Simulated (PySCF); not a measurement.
# SiH: relaxation and vibrations of the doublet

Aim: relax SiH as a doublet from a linear start, check by its vibrations whether the end is a minimum, and collect its spectrum and constants.

Program: PySCF 2.14.0. Level of theory: PBE0, basis Si def2-SVP, H def2-SVP, no relativity, density fitting. These are calculated values, not measurements.

## Step 1: The starting structure

2 atoms, charge 0, spin multiplicity 2.

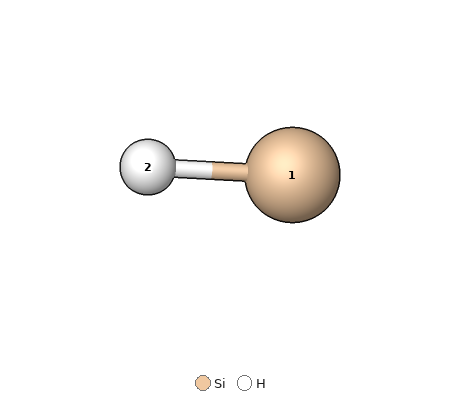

Start geometry, drawn with silicon light orange, hydrogen white; atoms are numbered from 1 in the order of the file.

```xyz
2
charge 0 multiplicity 2
Si    0.0000    0.0000    0.0000
H     0.0000    0.0000    1.5540
```

## Step 2: Finding the electronic state

The steps below are one call of a driver around PySCF. For each, scf.py gives the equivalent set-up of the SCF; relaxations use the driver's own optimiser. After this first run the driver tries any further starts and a stability analysis.

scf.py

```python
from pyscf import gto, scf, dft
mol = gto.M(atom='''
Si     0.000000     0.000000     0.000000
H      0.000000     0.000000     1.554000''',
    basis={'Si': 'def2-SVP', 'H': 'def2-SVP'},
    charge=0, spin=1)
mf = dft.UKS(mol, xc='PBE0')
mf.grids.atom_grid = (50, 194)
aux = {'Si': 'def2-universal-JKFIT', 'H': 'def2-universal-JKFIT'}
mf = mf.density_fit(auxbasis=aux)
mf.conv_tol = 1e-08
mf.diis_space = 10
mf.max_cycle = 60
mf.init_guess = 'minao'
mf.verbose = 4
mf.kernel()
```

The run is started by

```sh
$ OMP_NUM_THREADS=2 python axn.py task.json out
```

The program printed:

```text
init E= -289.608284034636
[... the frontier-level lines of each cycle are left out ...]
cycle= 1 E= -289.759408477078  delta_E= -0.151  |g|= 0.0739  |ddm|= 0.943
cycle= 2 E= -289.763670714584  delta_E= -0.00426  |g|= 0.0318  |ddm|= 0.199
cycle= 3 E= -289.764625861574  delta_E= -0.000955  |g|= 0.00617  |ddm|= 0.0863
cycle= 4 E= -289.764675754781  delta_E= -4.99e-05  |g|= 0.00148  |ddm|= 0.0185
cycle= 5 E= -289.764678679761  delta_E= -2.92e-06  |g|= 0.000229  |ddm|= 0.00384
cycle= 6 E= -289.76467878936  delta_E= -1.1e-07  |g|= 6.1e-05  |ddm|= 0.000986
cycle= 7 E= -289.764678800934  delta_E= -1.16e-08  |g|= 2.01e-05  |ddm|= 0.00034
cycle= 8 E= -289.764678802355  delta_E= -1.42e-09  |g|= 4.89e-06  |ddm|= 0.000131
Extra cycle  E= -289.764678802413  delta_E= -5.74e-11  |g|= 2.32e-06  |ddm|= 1.56e-05
converged SCF energy = -289.764678802413  <S^2> = 0.75499915  2S+1 = 2.0049929
```

This step, with its further starts and checks, needed under 0.5 s of wall time on 2 threads of Arm Neoverse V2, shared host.

No lower solution of this spin turned up in the test of internal stability.

## Step 3: Linear start, doublet: relaxation

The program finds C∞v symmetry in the start, which this walk keeps. Threshold on the gradient: 0.0003 Eh/bohr, with a further test on the energy change.

scf.py: that of step 2 with these lines changed.

```diff
@@ -3,2 +3,2 @@
-Si     0.000000     0.000000     0.000000
-H      0.000000     0.000000     1.554000''',
+Si     0.000000     0.000000    -0.054034
+H      0.000000     0.000000     1.499966''',
@@ -14 +13,0 @@
-mf.init_guess = 'minao'
```

Energy and gradient, step by step:

```tsv
step	energy (Eh)	change (kJ/mol)	largest symmetric gradient (Eh/bohr)
0	-289.764679	0.00	0.00370
1	-289.764723	-0.12	0.00097
2	-289.764726	-0.12	0.00003
```

The walk took under 0.5 s.

Geometry (Å) and forces (eV/Å) at some steps:

```
step 0
Si   0.000   0.000  -0.054   0.000   0.000   0.190
H    0.000   0.000   1.500   0.000   0.000  -0.190
step 1
Si   0.000   0.000  -0.049   0.000   0.000   0.050
H    0.000   0.000   1.495   0.000   0.000  -0.050
step 2
Si   0.000   0.000  -0.047   0.000   0.000  -0.002
H    0.000   0.000   1.493   0.000   0.000   0.002
```

After 2 steps and 0.1 kJ/mol it ends at C∞v: Si–H 1.541 Å.

## Step 4: Vibrations and properties at this point

The point is checked on the finer grid, and tightened if its gradient asks for it. The Hessian and the dipole derivatives come from central differences of analytic gradients, with steps of 0.02 bohr.

scf.py: that of step 3 with these lines changed.

```diff
@@ -3,2 +3,2 @@
-Si     0.000000     0.000000    -0.054034
-H      0.000000     0.000000     1.499966''',
+Si     0.000000     0.000000    -0.053566
+H      0.000000    -0.000000     1.486970''',
@@ -8 +8 @@
-mf.grids.atom_grid = (50, 194)
+mf.grids.atom_grid = (75, 302)
@@ -11 +11 @@
-mf.conv_tol = 1e-08
+mf.conv_tol = 1e-10
```

This SCF starts from the last density.

SCF at the final geometry:

```text
init E= -289.764719290034
[... the frontier-level lines of each cycle are left out ...]
cycle= 1 E= -289.764719290037  delta_E= -3.01e-12  |g|= 1.27e-06  |ddm|= 8.54e-06
Extra cycle  E= -289.764719290039  delta_E= -1.42e-12  |g|= 7.55e-07  |ddm|= 5.04e-06
converged SCF energy = -289.764719290039  <S^2> = 0.75500397  2S+1 = 2.0049977
```

The whole step took 2 s.

Geometry: C∞v; Si–H 1.541 Å.

Harmonic modes (main isotopes):

```json
{"ω (cm⁻¹)": "2026", "IR (km/mol)": "305", "μ (u)": "1.04", "type": "stretch"}
```

Every mode is real; the point is a minimum.

The SCF density has lower symmetry than the nuclear frame, so the modes carry no labels; pairs that should be degenerate can split.

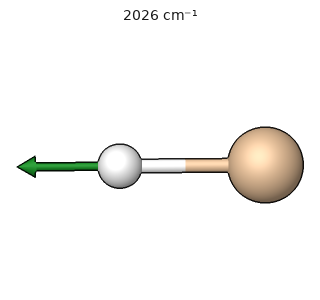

Displacements of 1 of the modes, as arrows (one member where a mode is degenerate).

Constants and moments:

- Dipole moment: 0.29 D
- Highest occupied level: -5.48 eV
- Lowest empty level: -3.21 eV
- Rotational constants: 7.302 cm⁻¹
- Zero-point energy: 12.1 kJ/mol
- Principal polarisabilities: 20.3, 23.4, 31.1 bohr³
- Atomisation energy without zero-point energy: 295 kJ/mol
- Principal traceless quadrupole moments about the centre of mass: -2.72, -1.95, 4.68 D Å
- Entropy at 298.15 K and 1 bar (electronic part: spin only): 192.7 J/(mol K)
- Heat capacity Cp at 298.15 K: 29.1 J/(mol K)
- Enthalpy at 298.15 K above 0 K: 8.68 kJ/mol
- Rotational symmetry number: 1
- Spin squared ⟨S²⟩: 0.755

Populations by atom (charges in e):

```
atom  Mulliken  Löwdin  polar tensor  spin (Mulliken)  Mayer order to Si1
 Si1      0.10    0.12          0.16             1.03                   –
  H2     -0.10   -0.12         -0.16            -0.03                0.93
```

Outer orbital energies (eV). α occupied: -1803.25, -145.85, -100.70, -100.61, -100.43, -13.61, -7.80, -5.48; empty: -3.21, 1.66, 4.52, 9.42. β occupied: -1803.17, -145.75, -100.66, -100.38, -100.28, -12.82, -7.44; empty: -2.84, -1.80, 2.01, 5.02.

Mulliken populations on Si1: s 5.92, p 7.94, d 0.04.

## Step 5: Summary of results

| quantity | value |
| --- | --- |
| minimum | doublet, C∞v |
| geometry | Si–H 1.541 Å |
| wavenumbers (cm⁻¹) | 2026 |
| dipole moment | 0.29 D |
| highest occupied, lowest empty level (either spin) | -5.48, -3.21 eV |
| polar-tensor charge of Si1 | +0.16 e |
| zero-point energy | 12.1 kJ/mol |
| entropy at 298.15 K | 192.7 J/(mol K) |
| atomisation energy (no zero-point energy) | 295 kJ/mol |
| ⟨S²⟩ | 0.755 |

What this shows: The linear start keeps its C∞v symmetry and ends in a minimum. In the infrared the band at 2026 cm⁻¹ (stretch) leads. Most of the spin sits on Si1 (Mulliken spin 1.03, against 1 for the whole molecule). Other starts or spin states, not run here, may lie lower. The SCF density has lower symmetry than the nuclear frame.

The search up to here took 2.9 s.
